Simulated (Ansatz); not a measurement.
**BrHInO (SMILES [OH][In][Br]) (doublet): density, localisation and related maps**

The calculation's input:

```
crystal:
  periodic: [false, false, false]
  atoms:
    - {symbol: O, position_ang: [-0.979024, -0.726876, 0.163022]}
    - {symbol: In, position_ang: [0.256757, 0.834307, -0.055280]}
    - {symbol: Br, position_ang: [2.672640, 0.301937, -0.433694]}
    - {symbol: H, position_ang: [-1.894873, -0.469568, 0.305652]}
basis:
  gaussian: {orbitals: def2-TZVPP}
magnetization: {spin_polarized: true, initial_magnetization: 1}
hamiltonian: {xc: pbe0, dispersion: d4}
output: {orbitals: {seedname: orbitals}}
```

Command:

```sh
ansatz run in.yaml --threads 2 --pin off --events-out ev --progress --plain --max-ram 32768MiB --backend cpu
```

Geometry: PBE0-D4/def2-TZVP; core potentials replace the inner electrons of In.

These are results of UKS PBE0-D4/def2-TZVPP in Ansatz, not measurements.

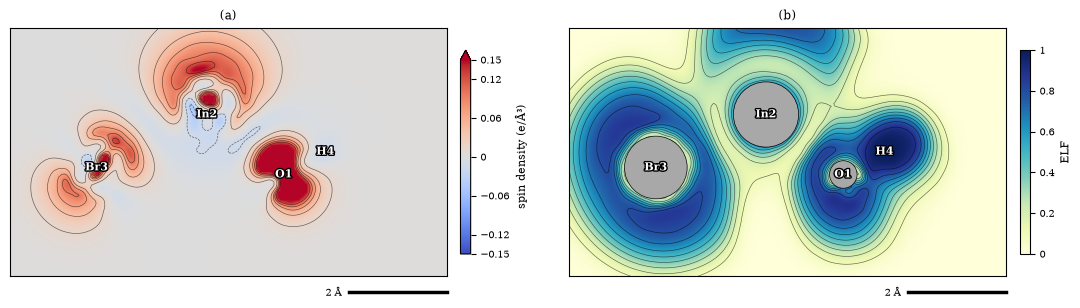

Figure 1. (a) spin density (α minus β); (b) ELF on the molecular plane. Grey discs cover the atomic cores in the ELF map.

What does the map show?

Atoms in the plane: O, In, Br and H. In–O (2.00 Å): the ELF peaks at about 0.85 in the valence shell of O, 0.6 Å from its nucleus, and drops to about 0.15 between the two atoms. In–Br (2.50 Å): the ELF peaks at about 0.75 in the valence shell of Br, 1.0 Å from its nucleus, and drops to about 0.15 between the two atoms. O–H (0.96 Å): the ELF climbs to about 1 towards the hydrogen, as it does in any bond to H (an ordinary covalent bond to hydrogen). The ELF also peaks beside Br3 and O1, away from the bonds: non-bonding electrons, paired or unpaired. The unpaired spin (1 electron) lies mostly on In2 (about 0.6), O1 (about 0.2) and Br3 (about 0.2), in electrons by Hirshfeld's partition.

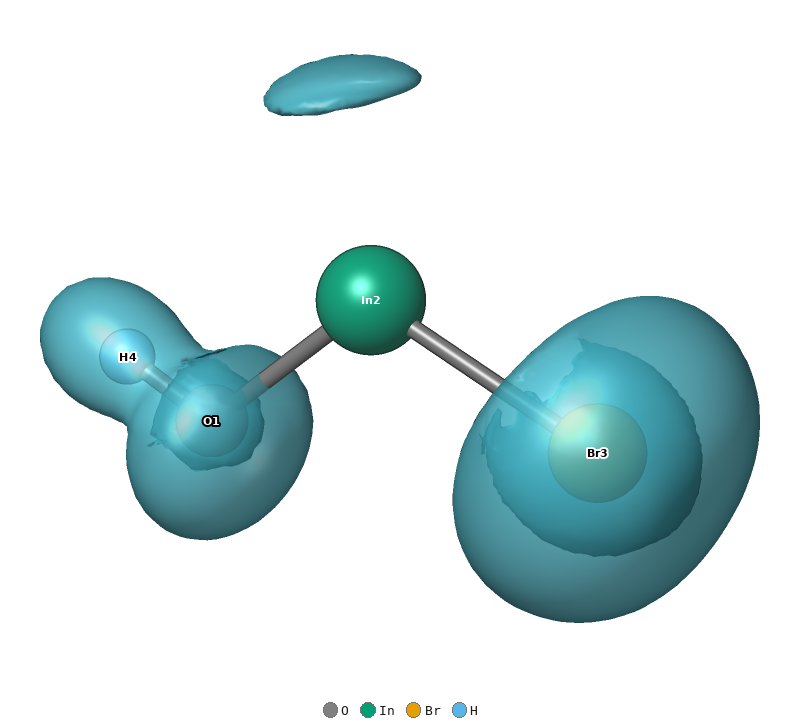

Figure 2. Isosurface of the electron localisation function at 0.75 (cyan), seen at a tilt. Only the valence region is drawn (cores and ρ < 0.01 e/Å³ removed).

Describe the localisation domains.

The surface consists of one lobe on In, pointing away from the bonds (non-bonding electrons), one region wrapped around Br (its valence shell) and one joined region spread over several atoms (H, O), in which their bonds and any lone pairs are merged.

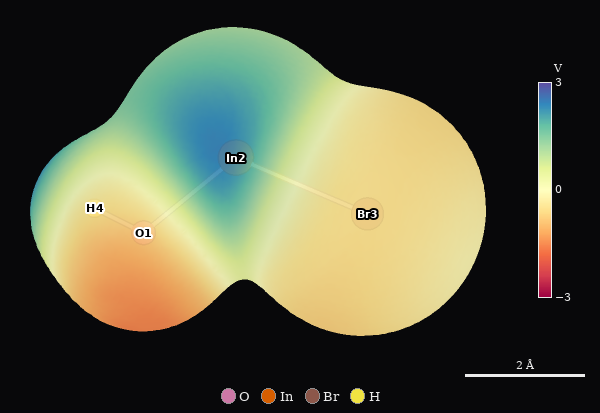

Figure 3. The electrostatic potential painted on the density surface at 0.002 e/bohr³, seen at a tilt; the colour scale runs from red (negative) to blue (positive).

Where is the surface potential most negative and most positive?

The most negative region (about −1.5 V) lies over O1, the most positive (about +2.4 V) over In2 and H4. O1 is the likeliest acceptor of a hydrogen bond.
